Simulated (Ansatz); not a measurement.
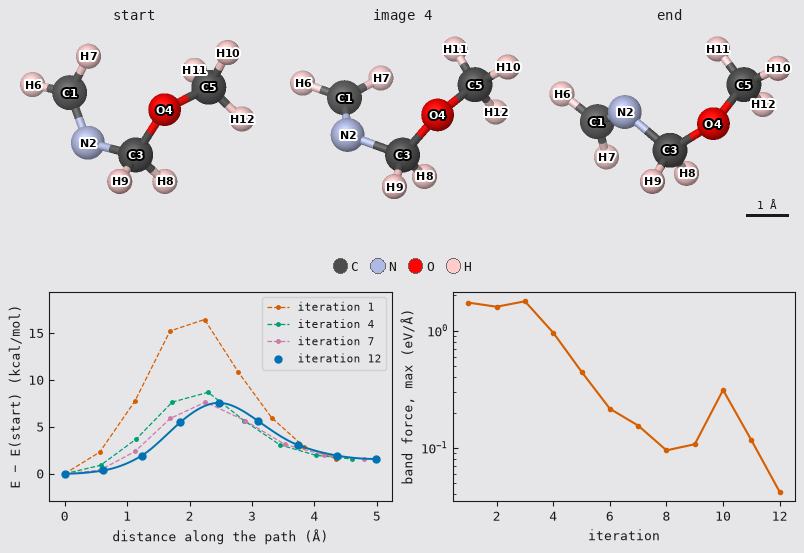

A nudged-elastic-band calculation for C3H7NO. Images are numbered from 0 (start) to 8 (end). The plot follows the band through its iterations. The picture is a ball-and-stick view, seen at a tilt.

These are results of RKS revPBE/def2-SVP in Ansatz 0.2.0, not measurements.

The input:
```yaml
crystal:
  periodic: [false, false, false]
  atoms:
    - { symbol: C, position_ang: [-1.117028, 1.453451, 0.61602] }
    - { symbol: "N", position_ang: [-1.13796, 0.283223, 1.13047] }
    - { symbol: C, position_ang: [-0.003076, -0.608643, 0.958329] }
    - { symbol: O, position_ang: [1.05409, -0.200936, 0.101791] }
    - { symbol: C, position_ang: [0.894203, -0.578287, -1.26054] }
    - { symbol: H, position_ang: [-1.986156, 2.122483, 0.779726] }
    - { symbol: H, position_ang: [-0.268409, 1.855735, 0.015787] }
    - { symbol: H, position_ang: [-0.411094, -1.600115, 0.643371] }
    - { symbol: H, position_ang: [0.441082, -0.747418, 1.969987] }
    - { symbol: H, position_ang: [1.779295, -0.20101, -1.810351] }
    - { symbol: H, position_ang: [-0.020362, -0.145859, -1.729613] }
    - { symbol: H, position_ang: [0.852314, -1.687622, -1.381077] }
basis:
  gaussian: { orbitals: def2-SVP }
hamiltonian:
  xc: revpbe
neb:
  order_check: false
  images: 7
  f_tol: 0.05
  max_iterations: 60
  initial_path: idpp
  final_atoms:
    - { symbol: C, position_ang: [-1.44174553, 1.31097969, 0.78088373] }
    - { symbol: "N", position_ang: [-0.20068788, 1.03431855, 0.66780181] }
    - { symbol: C, position_ang: [0.21949025, -0.35674281, 0.83565057] }
    - { symbol: O, position_ang: [1.34466956, -0.68261546, 0.06061038] }
    - { symbol: C, position_ang: [1.10247379, -0.67599699, -1.33830487] }
    - { symbol: H, position_ang: [-1.77545081, 2.36527209, 0.69177948] }
    - { symbol: H, position_ang: [-2.24315354, 0.55100805, 0.97261546] }
    - { symbol: H, position_ang: [-0.62719976, -1.07492855, 0.64047607] }
    - { symbol: H, position_ang: [0.54067425, -0.47953047, 1.89377491] }
    - { symbol: H, position_ang: [2.04040887, -0.99693089, -1.83261733] }
    - { symbol: H, position_ang: [0.82933748, 0.33721055, -1.71338738] }
    - { symbol: H, position_ang: [0.28808232, -1.38704179, -1.62538282] }
```

Command:
```bash
ansatz run input.yaml --threads 2 --pin off --max-ram 3072MiB --backend cpu --events-out ev --progress --plain --runs-dir out
```

Did the band converge, and can the barrier be trusted?

Answer. The result is final at these settings. The band converged in 12 iterations. The largest component of the band force went from 1.7 to 0.042 eV/Å. The climbing image converged on the top of the path. Its vibrational analysis gives one imaginary mode (231i cm⁻¹), as a transition state must have. The first iteration put the highest image at 16.5 kcal/mol. The highest point, image 4, lies 7.6 kcal/mol above the start and 6.0 kcal/mol above the end; the end is at +1.6 kcal/mol relative to the start.

The run took 2.2 min on 2 threads of Arm Neoverse V2, on a shared host, peak memory 0.14 GiB.
